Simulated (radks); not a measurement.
# Br: atomic calculation

The neutral bromine atom in the configuration [Ar] 3d10 4s2 4p5 (4p1/2: 2, 4p3/2: 3). The nucleus has an rms radius of 3.9006 fm. Computed at this level: Dirac Kohn-Sham, relativistic LDA (MacDonald-Vosko exchange, VWN5 correlation), spin-unpolarised, spherical densities, finite nucleus (the in-house radial solver radks).

The program's output:
```
1s1/2   1   2.0000        -486.75489605
2s1/2   1   2.0000         -63.40179142
2p1/2   1   2.0000         -57.20131439
2p3/2   1   4.0000         -55.46839589
3s1/2   1   2.0000          -8.68971538
3p1/2   1   2.0000          -6.52262675
3p3/2   1   4.0000          -6.27233492
3d3/2   1   4.0000          -2.48521969
3d5/2   1   6.0000          -2.44533044
4s1/2   1   2.0000          -0.74382831
4p1/2   1   2.0000          -0.30586424
4p3/2   1   3.0000          -0.28721699
5s1/2   1   0.0000          -0.01603850
4d3/2   1   0.0000           0.00019524
4d5/2   1   0.0000           0.00019524
Etot -2600.6767683132975
Ekin 2660.6981146907106
Encl -6282.590609809935
Eh 1107.3781264569175
Exc -86.16239965099061
err 5.682331398740952e-09
it 14
```

Orbitals:

```tsv
orbital	occupation	energy (eV)	⟨r⟩ (bohr)	outer maximum (bohr)
1s	2	−13245.3	0.04289	0.0280
2s	2	−1725.3	0.1898	0.160
2p1/2	2	−1556.5	0.1630	0.125
2p3/2	4	−1509.4	0.1669	0.129
3s	2	−236.459	0.5532	0.485
3p1/2	2	−177.490	0.5582	0.476
3p3/2	4	−170.679	0.5688	0.485
3d3/2	4	−67.626	0.5886	0.428
3d5/2	6	−66.541	0.5927	0.431
4s	2	−20.241	1.672	1.41
4p1/2	2	−8.323	2.071	1.64
4p3/2	3	−7.816	2.122	1.67
5s	0	−0.436	6.952	5.17
```

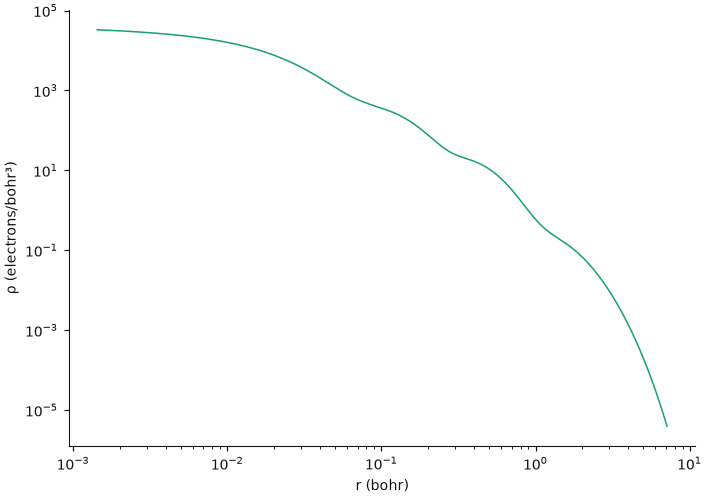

Figure 1. The electron density ρ(r) on a logarithmic scale. The density falls from 33000 electrons/bohr³ at the inner end (r = 0.0014 bohr) to 0.001 at r = 4.16 bohr, a common measure of the size of an atom or ion. The highest occupied orbital, 4p3/2 (⟨r⟩ = 2.12 bohr, −7.82 eV), is also the most diffuse and sets the fall-off far out: over the last part drawn ln ρ falls by 1.8 per bohr, against 2√(−2ε) = 1.5 for the pure exponential. The steps in the slope mark the shells; the radial density has its minima at 0.063 and 0.29 bohr.

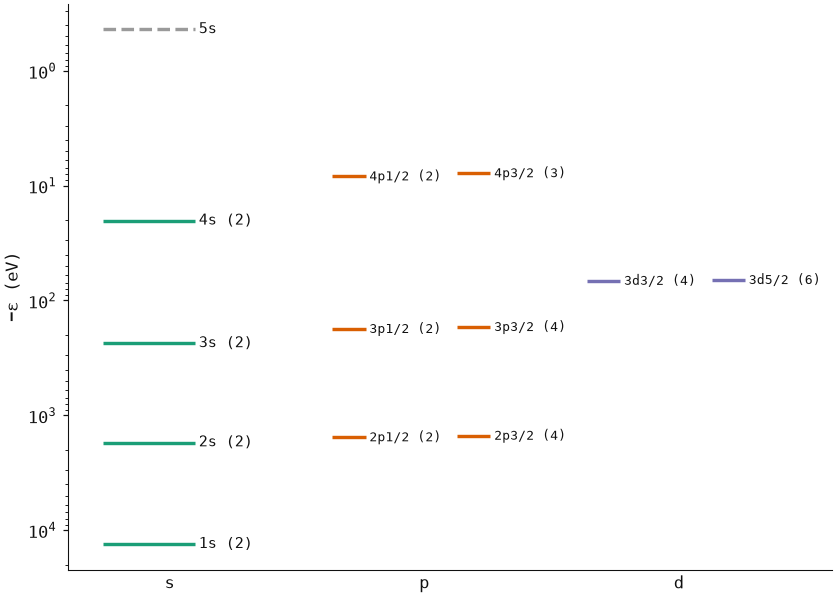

Figure 2. The occupied levels and a few empty ones, on a logarithmic scale of binding energy, are drawn by angular momentum (occupations in brackets, the lower j at the left of each column, empty levels dashed). The highest occupied level is 4p3/2 at −7.82 eV. The highest 5 occupied levels, from the top down, are 4p3/2 (−7.82 eV), 4p1/2 (−8.32 eV), 4s (−20.2 eV), 3d5/2 (−66.5 eV), 3d3/2 (−67.6 eV). The lowest empty level drawn is 5s at −0.436 eV. Spin-orbit splittings: 4p 0.507 eV, 3d 1.09 eV, 3p 6.81 eV, 2p 47.2 eV.

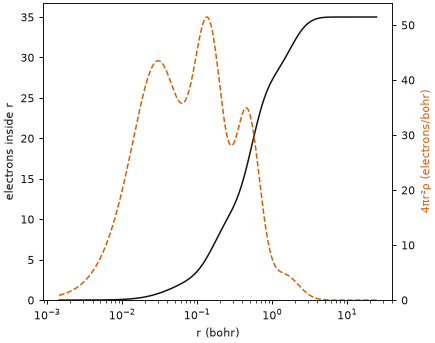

Figure 3. The number of electrons inside radius r (solid) and the radial density 4πr²ρ (dashed). The count levels off at 35 electrons. Half of them lie within 0.486 bohr, 90 % within 1.84 bohr and 99 % within 3.57 bohr. The radial density has minima at 0.0625 and 0.286 bohr, where the count stands at 2.1 and 11.0; these part the shells that the density resolves.

Input file:
```
Z 35
configuration [Ar] 3d10 4s2 4p5 5s0 4d0
relativity Dirac
functional lda_x_rel,vwn5
spin unpolarised
j_filling energy
nucleus finite rms 3.9006 fm
c 137.035999084
```

Energies in input and log are in hartree, lengths in bohr (the nuclear radius in fm).

Summary:

- outcome: converged
- total energy: −2600.6768 hartree
- kinetic energy: 2660.6981 hartree
- electron–nucleus energy: −6282.5906 hartree
- Hartree energy: 1107.3781 hartree
- exchange–correlation energy: −86.162400 hartree
- radius at density 0.001 e/bohr³: 4.16 bohr
- SCF iterations: 14
- hardware: 1 CPU thread, shared host

Remarks:

The nucleus was changed on purpose (rms radius × 0.937), so it needn't be that of the element.
